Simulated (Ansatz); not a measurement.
**Response to strain in W**

Consider W in the bcc (W type) structure (space group Im-3m, No. 229; a = 3.169 Å; relaxed with 0.1 eV smearing).

Strains are applied to the cell and any free atomic positions relax.

Computed with plane-wave PAW DFT at the r2SCAN level (Ansatz, a quantum-chemistry and plane-wave program, 500 eV), without spin-orbit coupling.

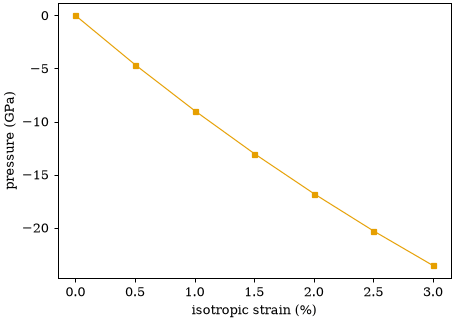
Figure: Pressure against isotropic strain

From the plot, what is the pressure for isotropic strain +1.50 %?

About -13 GPa.

Is the trend monotonic over the range shown?

Yes, it falls throughout, spanning -23.6 GPa to 0.0 GPa.

Stability against distortions was not tested. All final runs are without spin polarisation.
